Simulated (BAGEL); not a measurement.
# UHF/STO-3G (density fitting with qzvpp-jkfit) run of SiNH2Cl2 (SMILES N[Si](Cl)Cl)

Aim: the vertical ionisation energy of SiNH2Cl2 at UHF/STO-3G (density fitting with qzvpp-jkfit), from 2 runs. 

The results are computed with BAGEL 1.2.2.

2 further runs of the same task are left out: 2 set aside as unsound or not needed. Runs told in other sessions of the task aren't counted.

## (1) The molecule

The species is SiNH2Cl2 (6 atoms), meant as a doublet with charge 0. As SMILES, `N[Si](Cl)Cl`. The coordinates come from a PBE0-D4/def2-TZVP relaxation. This is one conformer, not always the lowest.

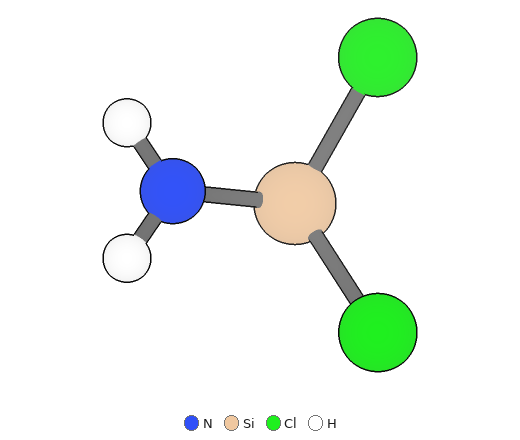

Viewed from a chosen angle; nitrogen blue, silicon light orange, chlorine green, hydrogen white.

## (2) A single-point energy at UHF/STO-3G (density fitting with qzvpp-jkfit)

Contents of calc.json:

```json
{ "bagel": [

{
  "title": "molecule",
  "basis": "sto-3g",
  "df_basis": "qzvpp-jkfit",
  "angstrom": "true",
  "geometry": [
    { "atom": "N", "xyz": [      -0.044400,       0.895300,      -0.153600 ] },
    { "atom": "Si", "xyz": [      -0.339600,      -0.701400,       0.363200 ] },
    { "atom": "Cl", "xyz": [       1.300200,      -1.294100,       1.459200 ] },
    { "atom": "Cl", "xyz": [      -0.574100,      -1.849600,      -1.330500 ] },
    { "atom": "H", "xyz": [       0.310900,       1.580200,       0.495200 ] },
    { "atom": "H", "xyz": [      -0.610900,       1.305500,      -0.879600 ] }
  ]
},

{
  "title": "uhf",
  "nopen": 1
},

{
  "title": "print",
  "file": "orbitals.molden",
  "orbitals": "true"
}

]}
```

Command:

```sh
$ BAGEL_NUM_THREADS=1 BAGEL calc.json > calc.out
```

The program printed:

```text
* using 1 threads per process

  ===============================================================
  ===============================================================

  *** Geometry ***

  { "atom" : "N", "xyz" : [     -0.083904,      1.691872,     -0.290262 ] },
  { "atom" : "Si", "xyz" : [     -0.641751,     -1.325454,      0.686349 ] },
  { "atom" : "Cl", "xyz" : [      2.457022,     -2.445495,      2.757488 ] },
  { "atom" : "Cl", "xyz" : [     -1.084892,     -3.495237,     -2.514281 ] },
  { "atom" : "H", "xyz" : [      0.587516,      2.986145,      0.935792 ] },
  { "atom" : "H", "xyz" : [     -1.154434,      2.467037,     -1.662203 ] },

  Number of auxiliary basis functions:      497

  Since a DF basis is specified, we compute 2- and 3-index integrals:
    o Being stored without compression. Storage requirement is 0.005 GB

  Number of basis functions:       34
  Number of electrons      :       57

    * METHOD: MOLECULE                             0.20

  *** Open-shell HF ***

  === Nuclear Repulsion ===
   263.2092823721

      * DIIS with orbital gradients will be used.

  === UHF iteration (sto-3g) ===
      0      -1249.68349095          0.01951607           0.08
      1      -1249.75050504          0.00424780           0.08
      2      -1249.75518905          0.00183803           0.08
      3      -1249.75601135          0.00074920           0.08
      4      -1249.75647037          0.00029453           0.08
      5      -1249.75655118          0.00010352           0.08
      6      -1249.75656757          0.00003011           0.08
      7      -1249.75656936          0.00001159           0.08
      8      -1249.75656973          0.00000240           0.08
      9      -1249.75656976          0.00000088           0.08
     10      -1249.75656977          0.00000034           0.08
     11      -1249.75656977          0.00000014           0.08
     12      -1249.75656977          0.00000006           0.07
     13      -1249.75656977          0.00000002           0.08
     14      -1249.75656977          0.00000001           0.08
    * SCF iteration converged.

    * S^2 (UHF) is 0.7552

    * Permanent dipole moment:
           (    1.031030,    -1.276877,    -0.438344) a.u.

    * METHOD: UHF                                  1.27

    * METHOD: PRINT                                0.00

  ===============================================================
```

Wall time 1.6 s (1 thread of Arm Neoverse V1, shared host).

## (3) The singlet cation at the same level

Contents of hf.json:

```json
{ "bagel" : [

{
  "title" : "molecule",
  "basis" : "sto-3g",
  "df_basis" : "qzvpp-jkfit",
  "angstrom" : "true",
  "geometry" : [
    { "atom" : "N", "xyz" : [      -0.044400,       0.895300,      -0.153600 ] },
    { "atom" : "Si", "xyz" : [      -0.339600,      -0.701400,       0.363200 ] },
    { "atom" : "Cl", "xyz" : [       1.300200,      -1.294100,       1.459200 ] },
    { "atom" : "Cl", "xyz" : [      -0.574100,      -1.849600,      -1.330500 ] },
    { "atom" : "H", "xyz" : [       0.310900,       1.580200,       0.495200 ] },
    { "atom" : "H", "xyz" : [      -0.610900,       1.305500,      -0.879600 ] }
  ]
},

{
  "title" : "hf",
  "charge" : 1
},

{
  "title" : "print",
  "file" : "orbitals.molden",
  "orbitals" : "true"
}

]}
```

Command:

```sh
$ BAGEL_NUM_THREADS=1 BAGEL hf.json > hf.out
```

The program printed:

```text
* using 1 threads per process

  ===============================================================
  ===============================================================

  *** Geometry ***

  { "atom" : "N", "xyz" : [     -0.083904,      1.691872,     -0.290262 ] },
  { "atom" : "Si", "xyz" : [     -0.641751,     -1.325454,      0.686349 ] },
  { "atom" : "Cl", "xyz" : [      2.457022,     -2.445495,      2.757488 ] },
  { "atom" : "Cl", "xyz" : [     -1.084892,     -3.495237,     -2.514281 ] },
  { "atom" : "H", "xyz" : [      0.587516,      2.986145,      0.935792 ] },
  { "atom" : "H", "xyz" : [     -1.154434,      2.467037,     -1.662203 ] },

  Number of auxiliary basis functions:      497

  Since a DF basis is specified, we compute 2- and 3-index integrals:
    o Being stored without compression. Storage requirement is 0.005 GB

  Number of basis functions:       34
  Number of electrons      :       57

    * METHOD: MOLECULE                             0.20

  *** RHF ***

  === Nuclear Repulsion ===
   263.2092823721

      * DIIS with orbital gradients will be used.

  === RHF iteration (sto-3g) ===
      0      -1249.36310803          0.01541004           0.04
      1      -1249.49761521          0.00570833           0.04
      2      -1249.51165835          0.00097763           0.04
      3      -1249.51220257          0.00034776           0.04
      4      -1249.51232606          0.00006967           0.04
      5      -1249.51233161          0.00002150           0.04
      6      -1249.51233222          0.00000592           0.04
      7      -1249.51233227          0.00000175           0.04
      8      -1249.51233227          0.00000048           0.04
      9      -1249.51233227          0.00000024           0.04
     10      -1249.51233227          0.00000009           0.03
     11      -1249.51233227          0.00000003           0.04
     12      -1249.51233227          0.00000001           0.04
    * SCF iteration converged.

    * Permanent dipole moment:
           (    1.540430,    -1.848255,    -0.667120) a.u.

    * METHOD: HF                                   0.59

    * METHOD: PRINT                                0.00

  ===============================================================
```

Wall time 0.93 s (1 thread of Arm Neoverse V1, shared host).

## (4) Summary of results

Level: UHF/STO-3G (density fitting with qzvpp-jkfit).

| quantity | value |
| --- | --- |
| doublet SiNH2Cl2: total energy | -1249.75657 Eh |
| doublet SiNH2Cl2: dipole moment | 4.32 D |
| doublet SiNH2Cl2: ⟨S²⟩ | 0.755 |
| singlet cation: total energy | -1249.51233 Eh |
| singlet cation: HOMO energy | -16.84 eV |
| singlet cation: LUMO energy | -5.82 eV |
| singlet cation: HOMO–LUMO gap | 11.02 eV |
| vertical ionisation energy (to the singlet cation) | 6.646 eV |

The vertical ionisation energy comes to 6.65 eV (641 kJ/mol). In a minimal basis such a difference can be off by several eV, whatever the method.
